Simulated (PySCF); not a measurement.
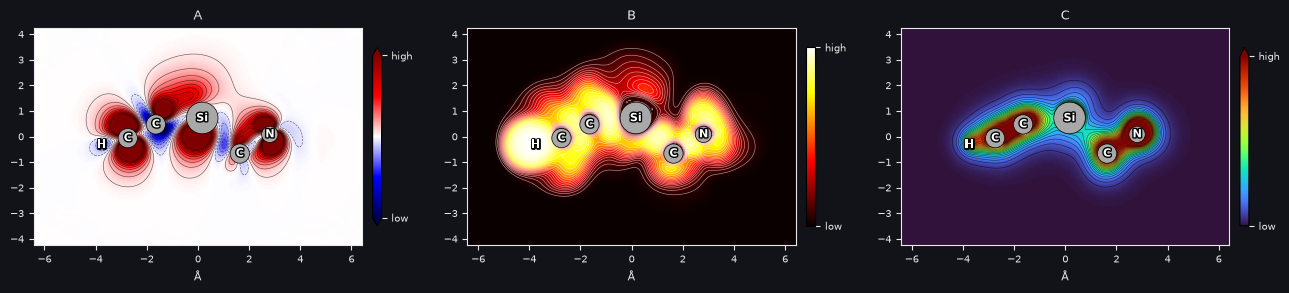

C₅H₆N₂Si (charge −1, doublet): 3 fields on the plane of atoms C2, Si3 and C4, with unlabelled colour scales. Grey discs cover the atomic cores.

Geometry: GFN2-xTB.

All numbers below come from UKS B3LYP, pcH-1 on C H N Si, non-relativistic, mean-field spin-orbit, GIAO (PySCF 2.14.0, density-fitted response routines).

```yaml
atoms:
  - { symbol: C, position_ang: [3.5080, 0.0610, 1.0841] }
  - { symbol: C, position_ang: [2.5510, -0.3557, 0.4510] }
  - { symbol: Si, position_ang: [0.8706, -0.5077, -0.2626] }
  - { symbol: C, position_ang: [-0.7706, 0.6126, 0.1211] }
  - { symbol: C, position_ang: [-0.5770, 1.9346, -0.3435] }
  - { symbol: N, position_ang: [-0.3982, 3.0130, -0.7096] }
  - { symbol: N, position_ang: [-1.7979, -0.0544, -0.5636] }
  - { symbol: C, position_ang: [-2.5533, -0.8756, 0.0962] }
  - { symbol: H, position_ang: [4.4400, 0.2448, 1.5422] }
  - { symbol: H, position_ang: [0.3516, -1.8027, 0.2299] }
  - { symbol: H, position_ang: [1.0009, -0.3856, -1.7221] }
  - { symbol: H, position_ang: [-0.8799, 0.6371, 1.2256] }
  - { symbol: H, position_ang: [-3.2658, -1.4701, -0.4568] }
  - { symbol: H, position_ang: [-2.4799, -1.0518, 1.1764] }
```

> Match the panels to the quantities (electron density, electron localisation function and spin density).

Panel A: spin density (confined to the atoms that carry the unpaired spin). Panel B: electron localisation function. Panel C: electron density. From the grid: C–C (1.22 Å): the density is about 2.6 e/Å³ at the midpoint; the ELF peaks at about 0.85 between the atoms: a multiple bond. C–Si (1.83 Å): ρ at the midpoint is about 0.96 e/Å³; the ELF peaks at about 0.95 between the atoms; a shared electron pair.
